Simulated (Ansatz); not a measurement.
# A thicker film of MgS (110) from two thinner ones

In a field along its normal an insulating film takes a dipole p. Written as a length, p/(ε₀AE), it should grow by 1 − 1/ε for each ångström added.

**Method.** Ansatz 0.2.0, plane waves with PAW datasets (its set soft_1), PBE; rocksalt films relaxed at a bulk in-plane lattice constant near the measured one, then held in weak fields of both signs with a dipole correction (A is the cell's area, E the outer field).

```
     run  distance between the outer atoms (Å)  p/(ε₀AE) (Å)
 5 units                                 7.517         8.536
 8 units                                13.131        13.078
12 units                                20.542             ?
```

Q: Estimate the withheld value from the rows shown.

Two rows fix a line: slope = (13.078 − 8.536) / (13.131 − 7.517) = 0.8090, intercept 2.4549. That slope means ε = 1/(1 − 0.8090) = 5.24. At 20.542 it gives 0.8090 × 20.542 + 2.4549 = 19.073 Å, beyond the rows fitted. Rounding of the rows alone allows about ±0.003 Å there; two rows can't show whether the line holds.

The run itself gives 19.129 Å: a miss of +0.056 Å, or 0.3 % of the value. The length is met to within 1 %, though ε is more sensitive than the length: the two thickest films give ε = 5.45.

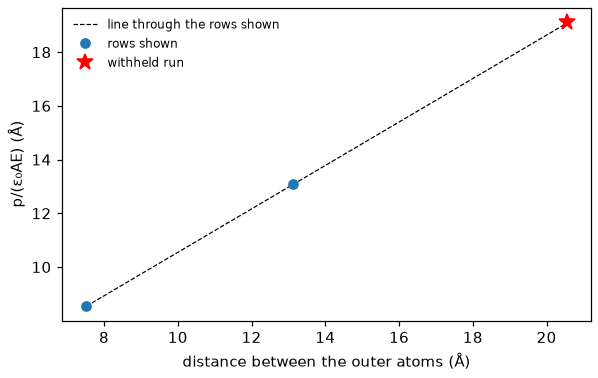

The fit and the withheld run.

Caveats: This is the electronic response alone. A unit is one step of the cut along the normal (a plane, a pair of planes or a cell), and the layers relax along it, away from their bulk spacing where the functional's lattice constant differs from the one held.

[Logs are printed without paths, hosts, clocks, repeated set-up lines and the standing remarks that a program may print on its own settings, such as how far it seeks lower states.]
